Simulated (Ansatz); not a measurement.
Consider BFH2NP (SMILES FBN=P).

Input file:

```
crystal:
  periodic: [false, false, false]
  atoms:
    - symbol: B
      position_ang: [0.776742, -0.385286, 0.565920]
    - symbol: F
      position_ang: [1.749623, -1.134051, 0.035404]
    - symbol: N
      position_ang: [0.722756, 0.978248, 0.319446]
    - symbol: P
      position_ang: [0.760075, 2.530498, 0.251717]
    - symbol: H
      position_ang: [-0.064230, -0.909785, 1.256312]
    - symbol: H
      position_ang: [-0.042657, 2.801456, -0.939181]
basis:
  gaussian: {orbitals: def2-TZVPD}
hamiltonian: {xc: pbe0}
output: {forces: true, orbitals: {seedname: orbitals}}
magnetization: {spin_polarized: false}
```

Launched as:

```sh
ansatz run input.yaml --threads 1 --pin off --max-ram 2610MiB --events-out events.jsonl --progress --plain --runs-dir runs
```

Geometry: B3LYP-D3(BJ)/def2-SVP.

Method: isolated molecule in a Gaussian basis; Kohn-Sham density functional theory, functional PBE0 in Ansatz.

### Predict the electron density and electron localisation function between the atoms.

B–F (1.34 Å): the density is about 2.1 e/Å³ at the midpoint; the ELF peaks at about 0.85 between the atoms; a shared but strongly polarised pair.
B–N (1.39 Å): ρ at the midpoint is about 1.9 e/Å³; the ELF peaks at about 0.90 between the atoms (a short, strongly polar bond).
P–N (1.55 Å): ρ is about 1.7 e/Å³ halfway; the ELF peaks at about 0.85 between the atoms; a polar covalent bond.
B–H (1.21 Å): ρ is about 1.3 e/Å³ halfway; the ELF climbs to about 1 towards the hydrogen, as it does in any bond to H (a covalent bond by its length).

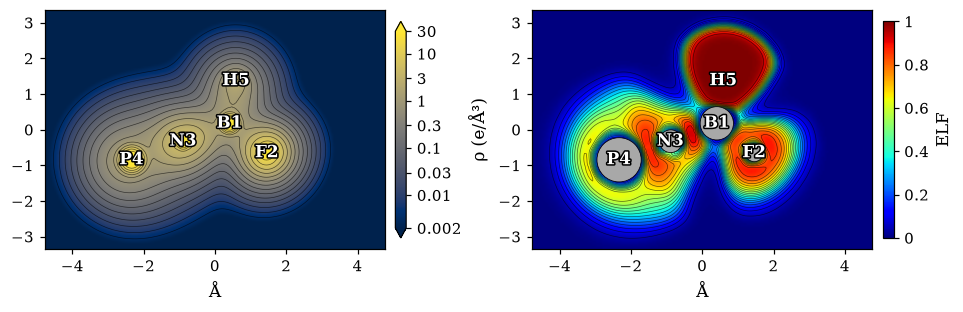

Computed electron density and electron localisation function on the plane of atoms F2, B1 and H5, in this order. Grey discs cover the atomic cores in the ELF map. 
